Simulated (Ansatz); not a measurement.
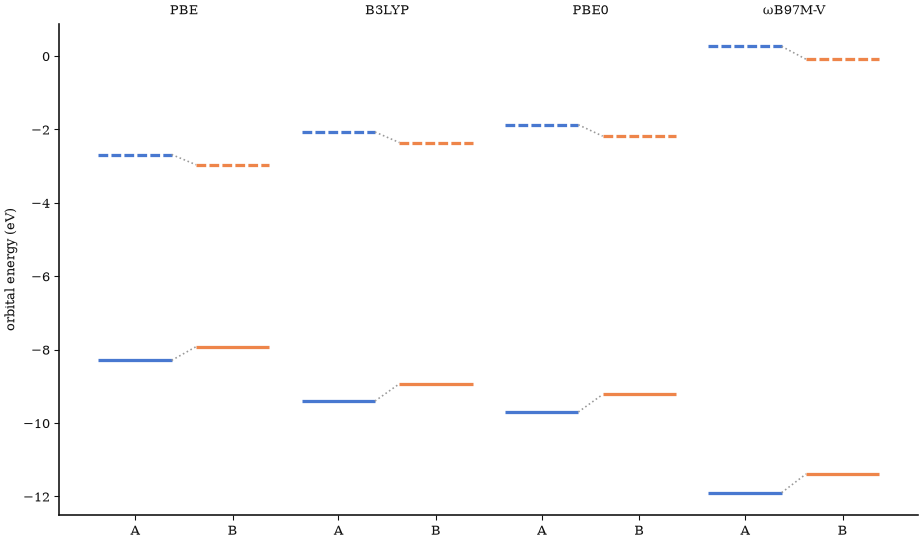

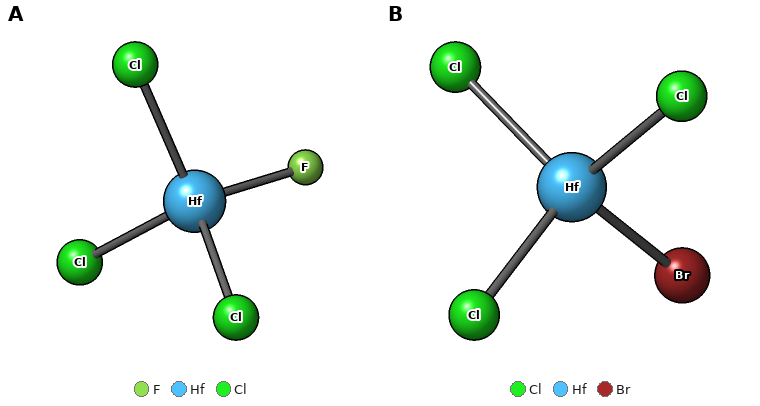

One change: A, HfCl₃F (SMILES [F][Hf]([Cl])([Cl])[Cl]), becomes B, HfBrCl₃ (SMILES [Cl][Hf]([Cl])([Cl])[Br]). F on Hf is replaced by Br. HOMO (solid) and LUMO (dashed) computed in def2-TZVPP at PBE0-D4/def2-TZVP geometries, both minima by their frequencies, gas phase, the Ansatz code 0.2.0. Empty levels above zero depend strongly on the basis.

> What does the change do to HOMO and LUMO?

PBE: the HOMO rises by 0.37 eV, the LUMO falls by 0.28 eV, and the separation goes from 5.61 to 4.96 eV. B3LYP: the HOMO rises by 0.47 eV, the LUMO falls by 0.29 eV, and the separation goes from 7.33 to 6.57 eV. PBE0: the HOMO rises by 0.48 eV, the LUMO falls by 0.31 eV, and the separation goes from 7.83 to 7.04 eV. ωB97M-V: the HOMO rises by 0.51 eV, the LUMO falls by 0.35 eV, and the separation goes from 12.16 to 11.30 eV.

> Do the functionals agree on the effect?

They agree on the direction for both levels; the HOMO shift lies between 0.37 and 0.51 eV and the LUMO shift between −0.35 and −0.28 eV, while the separations themselves differ by up to 6.6 eV between functionals.

Note: core potentials past krypton; spin-orbit coupling is left out, and with Hf it can shift these values.
